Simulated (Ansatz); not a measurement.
# BH3 (borane): BLYP/3-21G

What is the vertical electron affinity of BH3 (borane) at BLYP/3-21G? 

Program for the calculation: Ansatz 0.2.0.

54 further runs of the same task are left out: 54 set aside as unsound or not needed.

## (1) Starting point

BH3: 4 atoms, total charge 0, spin state singlet. As SMILES, `B`. The shape is that of a PBE0-D4/def2-TZVP optimisation.

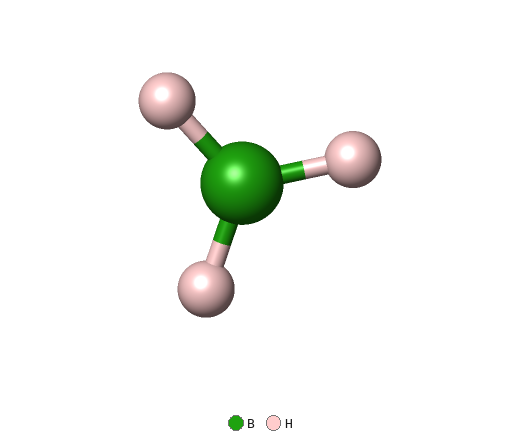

The structure, seen from a chosen angle (boron green, hydrogen pink).

## (2) The energy at BLYP/3-21G

The input, input.yaml:

```yaml
crystal:
  periodic: [false, false, false]
  atoms:
    - symbol: B
      position_ang: [0.013900, -0.015100, -0.005100]
    - symbol: H
      position_ang: [0.982200, 0.381700, 0.568800]
    - symbol: H
      position_ang: [-0.276200, -1.171800, 0.043000]
    - symbol: H
      position_ang: [-0.664400, 0.744900, -0.626900]
basis:
  gaussian:
    orbitals: 3-21G.json
hamiltonian:
  xc: {name: BLYP}
accuracy: high
```

The basis set 3-21G is read from a file made from the Basis Set Exchange's data (not shown).

Run with:

```console
$ ansatz run input.yaml --threads 1 --pin off --max-ram 2610MiB --events-out events.jsonl --progress --plain --runs-dir runs
```

The log of the run:

```text
Warning: RAYON_NUM_THREADS=1 ignored (pool sized by the plan → 1); use --threads N
Functional definition: BLYP
  name "BLYP"
  parameter beta = 0.0042
  parameter a = 0.04918
  parameter b = 0.132
  parameter c = 0.2533
  parameter d = 0.349
  exchange = b88_x(beta = beta)
  correlation = lyp_c(a = a, b = b, c = c, d = d)
294 factors; integrals over basis functions are off by at most 3.4e-9 eV
mean field evaluation 1: about -718.4464 eV, gradient 1.4e1 eV
mean field evaluation 2: about -718.8567 eV, gradient 9.7e0 eV
mean field evaluation 4: about -719.1864 eV, gradient 6.2e-3 eV
mean field evaluation 8: about -719.1504 eV, gradient 5.2e-4 eV
mean field -719.15038258 eV, -26.4282891023 hartree, gradient 1.3e-8 eV, S^2 0.000000; 0 other end points of the search recorded, 0 dependent functions left out
reference -719.15041587 eV, -26.4282903255 hartree; 4, 4 occupied and 11, 11 virtual orbitals, 294 factors
Total energy: -719.15041587 eV, -26.4282903255 hartree
```

Run time: 0.47 s. Hardware: 1 thread of Arm Neoverse V1, shared host.

## (3) The doublet anion at the same level

The input, job.yaml:

```yaml
crystal:
  periodic: [false, false, false]
  atoms:
    - {symbol: B, position_ang: [0.013900, -0.015100, -0.005100]}
    - {symbol: H, position_ang: [0.982200, 0.381700, 0.568800]}
    - {symbol: H, position_ang: [-0.276200, -1.171800, 0.043000]}
    - {symbol: H, position_ang: [-0.664400, 0.744900, -0.626900]}
basis:
  gaussian:
    orbitals: 3-21G.json
accuracy: high
total_charge: -1
magnetization:
  spin_polarized: true
  initial_magnetization: 1
hamiltonian:
  xc: {name: BLYP}
```

The basis set 3-21G is read from a file made from the Basis Set Exchange's data (not shown).

Run with:

```console
$ ansatz run job.yaml --threads 1 --pin off --max-ram 2610MiB --events-out events.jsonl --progress --plain --runs-dir runs
```

The log of the run, shortened:

```text
Warning: RAYON_NUM_THREADS=1 ignored (pool sized by the plan → 1); use --threads N
[... 9 set-up lines as earlier in the session ...]
294 factors; integrals over basis functions are off by at most 3.4e-9 eV
mean field evaluation 1: about -717.9033 eV, gradient 5.8e0 eV
mean field evaluation 2: about -718.0120 eV, gradient 4.6e0 eV
mean field evaluation 4: about -718.1567 eV, gradient 8.0e-2 eV
mean field evaluation 8: about -718.1322 eV, gradient 9.9e-4 eV
mean field -718.13224842 eV, -26.3908733620 hartree, gradient 2.0e-8 eV, S^2 0.752679; 0 other end points of the search recorded, 0 dependent functions left out
reference -718.13228445 eV, -26.3908746860 hartree; 5, 4 occupied and 10, 11 virtual orbitals, 294 factors
Total energy: -718.13228445 eV, -26.3908746860 hartree
```

Wall time 0.75 s (1 thread of Arm Neoverse V1, shared host); peak memory 0.094 GiB.

## (4) Outcome

Level: BLYP/3-21G.

| quantity | value |
| --- | --- |
| singlet BH3: total energy | -26.42829 Eh |
| doublet anion: total energy | -26.39087 Eh |
| doublet anion: ⟨S²⟩ | 0.753 |
| vertical electron affinity (to the doublet anion) | -1.018 eV |

In words: The anion lies 1.02 eV (98 kJ/mol) above the neutral: the electron isn't bound at this level, and such a value depends on the basis. Without diffuse functions anions come out too high.
